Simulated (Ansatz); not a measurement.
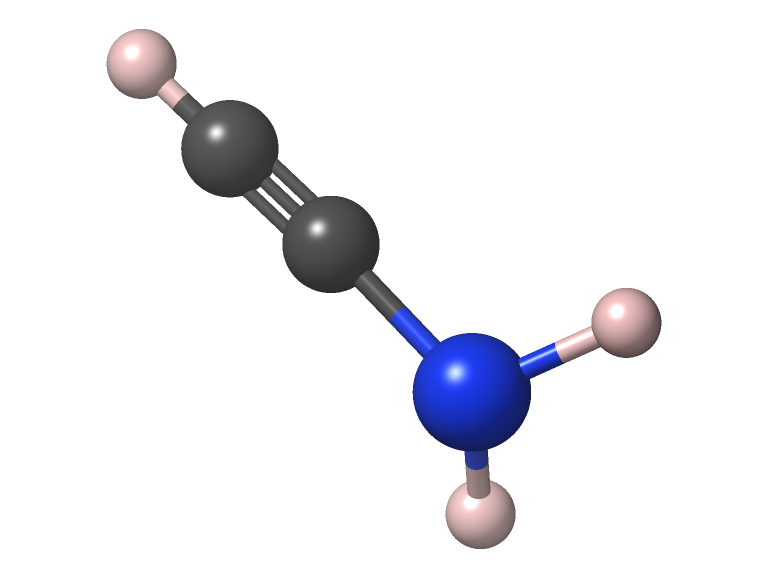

Double and triple bonds are drawn as two and three sticks. Colours: carbon dark grey, silicon blue, hydrogen pink.

Charge 0, doublet.

> Give the formula.

C₂H₃Si, 6 atoms: 2 carbon, 3 hydrogen and 1 silicon.

> How many bonds of each kind are drawn?

2 Si–H, 1 C–C, 1 C–Si, 1 C–H.

> How many atoms are distinct by symmetry?

5: 1 C, 1 C, 1 Si, 1 H, 2 H.

> Name functional groups in it.

Among them: alkyne, Si–H bond.

The parts below concern this one geometry. Atoms keep their numbers from picture to picture. The geometry was computed by an optimisation with PBE0-D4/def2-TZVP.

**Electronic properties**

Properties computed with UHF-CCSD(T), frozen core/def2-TZVPP (Ansatz 0.2.0).

Computed properties:

- HOMO energy (Hartree–Fock orbital): −8.94 eV
- ⟨S²⟩ of the determinant: 0.847
- T1 diagnostic: 0.030

**Dipole moment**

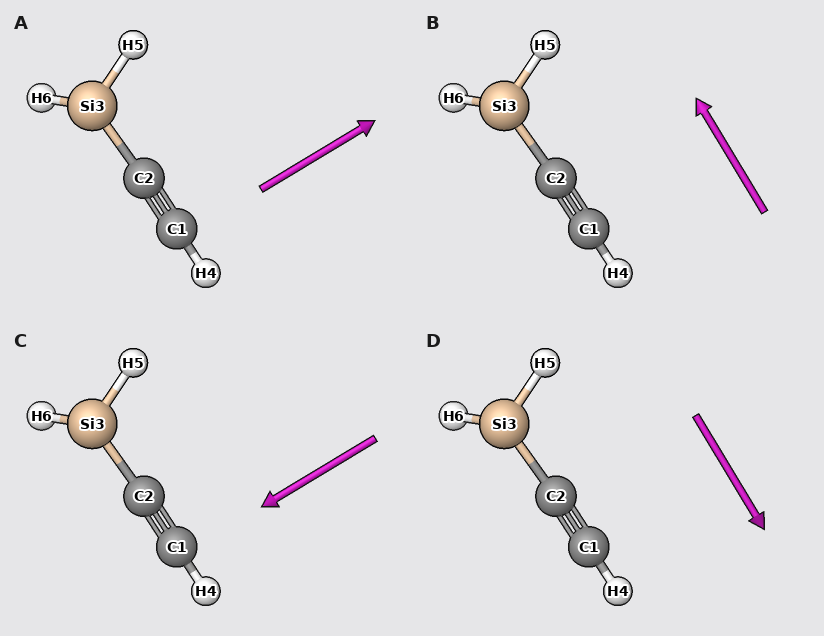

The same molecule four times, each with an arrow. Level of theory: UKS PBE0-D4/def2-TZVP (Ansatz 0.2.0).

> Which arrow points along the dipole moment, from the negative to the positive end?

D. The dipole moment is 0.47 D; it points from the side of H5, H6 to the side of H4 (the outermost atoms at the two ends).

**Charges**

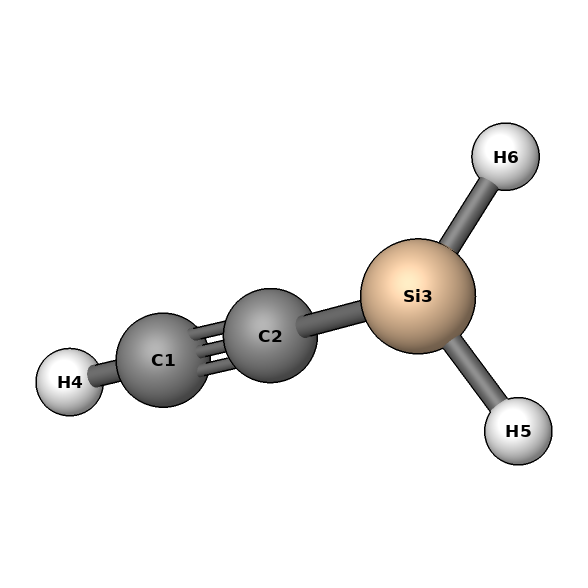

The questions are on Mulliken charges. Method: UKS B3LYP-D4/def2-TZVPP (Ansatz 0.2.0).

List the Mulliken charges.

```
atom  value (e)
  C1      −0.02
  C2      −0.34
 Si3       0.21
  H4       0.24
  H5      −0.04
  H6      −0.04
```

Mulliken values depend strongly on the basis set and can even reverse the polarity of a bond.
